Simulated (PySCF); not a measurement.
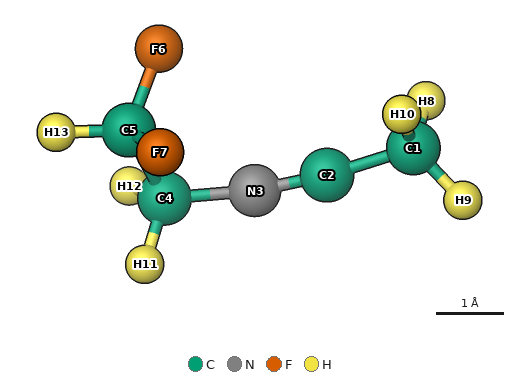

The structure (ball-and-stick view, seen at a tilt; atoms are numbered from 1 in the order of the input). Bond lengths as drawn: C–C 1.41 to 1.56 Å, C–F 1.34 to 1.35 Å, C–H 1.09 to 1.12 Å and C–N 1.15 to 1.37 Å.

**C₄H₆F₂N: a changed input and its effect**

System: C₄H₆F₂N, charge +1, SMILES CC#[N+]CC(F)F.
Method of run A: GIAO PBE0/pcSseg-1 NMR shielding, non-relativistic, gas phase (PySCF 2.14.0).

The geometry comes from this level: GFN2-xTB, MD frame at 250 fs, 200 K. Text and figures count atoms from 1; the logs count them from 0 in places.

Input, run A:
```
{"job": {"kind": "nmr", "xc": "PBE0", "basis": "pcSseg-1", "pop": false}, "charge": 1, "multiplicity": 1}
C      2.011400     0.438500    -0.878300
C      0.926700     0.143800    -0.024000
N      0.003200    -0.153000     0.587800
C     -1.272100    -0.396000     1.028300
C     -2.195000    -0.423400    -0.225100
F     -1.740600    -1.293900    -1.140600
F     -2.157800     0.795500    -0.797700
H      2.433500    -0.565400    -1.008700
H      2.766000     1.097800    -0.445800
H      1.476900     0.793200    -1.795100
H     -1.610600     0.401700     1.693800
H     -1.456100    -1.327400     1.568200
H     -3.253600    -0.596200     0.035300
```

The first line tells a small driver script what to run in PySCF; the rest is the geometry in Å.

Command:
```bash
OMP_NUM_THREADS=1 python <driver script> task.json out
```

Hardware: 1 CPU thread, shared host.

Output (run A):
```
coarse grid: 11304 points
cycle   1  E = -409.5506058509  dE =  1.395e+00  |g| = 6.998e-01  |ddm| = 3.072e+00
cycle   2  E = -409.4854358540  dE =  6.517e-02  |g| = 9.920e-01  |ddm| = 1.031e+00
cycle   3  E = -409.6377716777  dE = -1.523e-01  |g| = 5.794e-02  |ddm| = 5.567e-01
cycle   4  E = -409.6382381116  dE = -4.664e-04  |g| = 2.718e-02  |ddm| = 5.419e-02
cycle   5  E = -409.6383957571  dE = -1.576e-04  |g| = 8.717e-03  |ddm| = 2.413e-02
cycle   6  E = -409.6384055913  dE = -9.834e-06  |g| = 5.458e-03  |ddm| = 6.974e-03
cycle   7  E = -409.6384117562  dE = -6.165e-06  |g| = 6.767e-04  |ddm| = 3.044e-03
final grid: 111264 points
cycle   8  E = -409.6908316460  dE = -3.496e-05  |g| = 6.627e-03  |ddm| = 2.209e-02
cycle   9  E = -409.6908300098  dE =  1.636e-06  |g| = 7.729e-03  |ddm| = 8.905e-03
cycle  10  E = -409.6908415691  dE = -1.156e-05  |g| = 1.095e-03  |ddm| = 4.521e-03
cycle  11  E = -409.6908417619  dE = -1.928e-07  |g| = 2.442e-04  |ddm| = 7.290e-04
cycle  12  E = -409.6908417656  dE = -3.690e-09  |g| = 1.986e-04  |ddm| = 2.113e-04
cycle  13  E = -409.6908417736  dE = -8.000e-09  |g| = 2.088e-05  |ddm| = 1.092e-04
cycle  14  E = -409.6908417737  dE = -8.470e-11  |g| = 6.203e-06  |ddm| = 1.574e-05
converged SCF energy = -409.6908417737

GIAO shielding tensors (ppm)
atom      isotropic    diamagn.    paramagn.     s11        s22        s33       span
  0 C      185.836     252.476     -66.640    173.409    182.255    201.844     28.436
  1 C       59.382     273.612    -214.231    -46.003    -40.951    265.099    311.102
  2 N      106.883     336.414    -229.532     -9.019      3.676    325.991    335.010
  3 C      142.260     249.677    -107.416    125.902    138.559    162.320     36.417
  4 C       68.154     236.068    -167.915     50.468     65.582     88.411     37.943
  5 F      310.561     475.762    -165.201    209.780    322.935    398.970    189.191
  6 F      303.113     476.404    -173.291    190.631    316.444    402.265    211.633
  7 H       28.156      26.589       1.567     22.914     26.278     35.278     12.364
  8 H       28.100      25.392       2.708     23.180     24.806     36.315     13.135
  9 H       27.262      27.103       0.158     21.643     26.333     33.808     12.165
 10 H       27.331      27.991      -0.660     23.523     25.290     33.181      9.658
 11 H       27.328      27.293       0.036     23.332     25.220     33.433     10.101
 12 H       24.722      24.919      -0.196     21.614     23.296     29.258      7.644
```

For run B the input was changed thus:
```diff
-C      2.011400     0.438500    -0.878300
-C      0.926700     0.143800    -0.024000
-N      0.003200    -0.153000     0.587800
-C     -1.272100    -0.396000     1.028300
-C     -2.195000    -0.423400    -0.225100
-F     -1.740600    -1.293900    -1.140600
-F     -2.157800     0.795500    -0.797700
-H      2.433500    -0.565400    -1.008700
-H      2.766000     1.097800    -0.445800
-H      1.476900     0.793200    -1.795100
-H     -1.610600     0.401700     1.693800
-H     -1.456100    -1.327400     1.568200
-H     -3.253600    -0.596200     0.035300
+C      2.141700     0.006700    -0.197900
+C      0.827600    -0.031800     0.261500
+N     -0.248500    -0.104700     0.673700
+C     -1.562800    -0.089000     1.125900
+C     -2.476100    -0.516400    -0.022800
+F     -1.951500    -1.596700    -0.620400
+F     -2.530200     0.482500    -0.942000
+H      2.136400     0.329500    -1.233000
+H      2.531900    -1.002400    -0.089800
+H      2.716700     0.704500     0.413600
+H     -1.761200     0.859000     1.621200
+H     -1.641300    -0.908100     1.908600
+H     -3.504000    -0.765700     0.351800
```

What does this change do to the results?

With the same method and basis, run B lies 3.4 kcal/mol lower. The LUMO goes from −6.30 to −6.19 eV. Of all shieldings, the largest change is that of N3, by −5.1 ppm. The number of SCF iterations is the same.

Output (run B):
```
coarse grid: 11304 points
cycle   1  E = -409.5549126308  dE =  1.371e+00  |g| = 7.039e-01  |ddm| = 3.085e+00
cycle   2  E = -409.4862042154  dE =  6.871e-02  |g| = 1.007e+00  |ddm| = 1.054e+00
cycle   3  E = -409.6434968205  dE = -1.573e-01  |g| = 6.528e-02  |ddm| = 5.760e-01
cycle   4  E = -409.6439283526  dE = -4.315e-04  |g| = 4.231e-02  |ddm| = 6.160e-02
cycle   5  E = -409.6442363863  dE = -3.080e-04  |g| = 2.036e-02  |ddm| = 3.141e-02
cycle   6  E = -409.6443175381  dE = -8.115e-05  |g| = 4.314e-03  |ddm| = 1.255e-02
cycle   7  E = -409.6443214615  dE = -3.923e-06  |g| = 7.131e-04  |ddm| = 2.697e-03
final grid: 111264 points
cycle   8  E = -409.6962022569  dE = -3.544e-05  |g| = 7.033e-03  |ddm| = 2.333e-02
cycle   9  E = -409.6961995722  dE =  2.685e-06  |g| = 8.546e-03  |ddm| = 9.377e-03
cycle  10  E = -409.6962130528  dE = -1.348e-05  |g| = 1.225e-03  |ddm| = 4.944e-03
cycle  11  E = -409.6962132999  dE = -2.471e-07  |g| = 3.523e-04  |ddm| = 8.473e-04
cycle  12  E = -409.6962133170  dE = -1.704e-08  |g| = 2.134e-04  |ddm| = 2.718e-04
cycle  13  E = -409.6962133259  dE = -8.972e-09  |g| = 2.073e-05  |ddm| = 1.113e-04
cycle  14  E = -409.6962133260  dE = -7.515e-11  |g| = 7.801e-06  |ddm| = 1.732e-05
converged SCF energy = -409.6962133260

GIAO shielding tensors (ppm)
atom      isotropic    diamagn.    paramagn.     s11        s22        s33       span
  0 C      188.954     251.031     -62.077    178.291    180.624    207.947     29.656
  1 C       61.384     272.356    -210.972    -43.995    -37.708    265.854    309.849
  2 N      101.743     338.549    -236.806    -14.261     -8.666    328.156    342.417
  3 C      139.256     250.673    -111.417    120.919    135.495    161.352     40.433
  4 C       69.848     232.807    -162.959     51.847     65.223     92.473     40.626
  5 F      307.142     476.914    -169.772    210.471    317.050    393.906    183.434
  6 F      298.366     474.809    -176.444    187.253    322.512    385.332    198.080
  7 H       28.479      27.529       0.950     23.220     26.202     36.016     12.796
  8 H       28.446      26.180       2.266     23.224     26.109     36.005     12.782
  9 H       28.338      25.599       2.738     23.259     25.578     36.177     12.918
 10 H       27.062      27.710      -0.648     22.997     25.653     32.535      9.538
 11 H       26.397      26.756      -0.359     22.264     24.944     31.982      9.718
 12 H       24.571      23.425       1.146     21.665     22.865     29.183      7.517
```

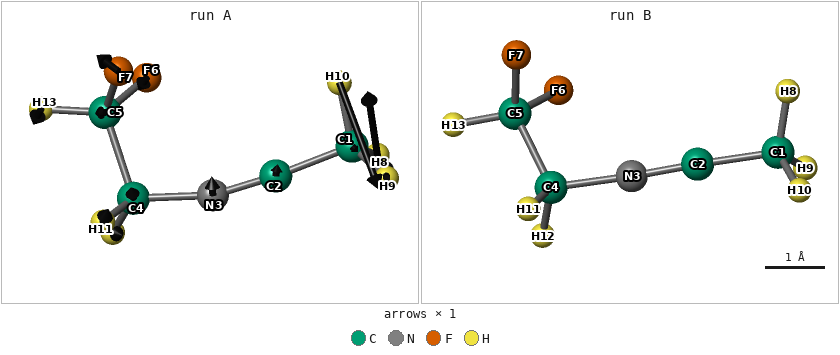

The two input geometries at one scale (ball-and-stick view, seen at a tilt). The black arrows on the first give the shifts of the atoms after the best rigid fit, at true length. The atom that moves furthest after the best rigid fit is H10 (2.04 Å). By element the largest moves are H 2.04 Å, F 0.59 Å, N 0.34 Å, C 0.29 Å. Among the contacts that change: C4–H12 1.092 → 1.136 Å, C4–C5 1.557 → 1.528 Å, C1–H10 1.119 → 1.092 Å, C1–C2 1.412 → 1.393 Å.

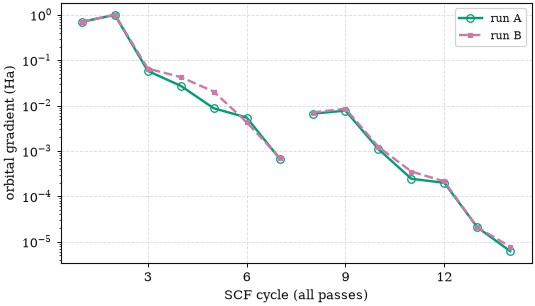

Convergence of the two runs: orbital gradient against the SCF cycle. A break in a curve parts two SCF passes (coarse and final grid). Run A takes 14 cycles in all, and run B takes 14.

The two runs side by side:

```csv
quantity,run A,run B
outcome,converged,converged
total energy (hartree),−409.690842,−409.696213
HOMO (eV),−14.40,−14.39
LUMO (eV),−6.30,−6.19
shielding of C1 (ppm),185.8,189.0
shielding of C2 (ppm),59.4,61.4
shielding of N3 (ppm),106.9,101.7
shielding of C4 (ppm),142.3,139.3
shielding of C5 (ppm),68.2,69.8
shielding of F6 (ppm),310.6,307.1
shielding of F7 (ppm),303.1,298.4
SCF iterations,14,14
basis functions,149,149
wall time (shared host),28 s,20 s
```
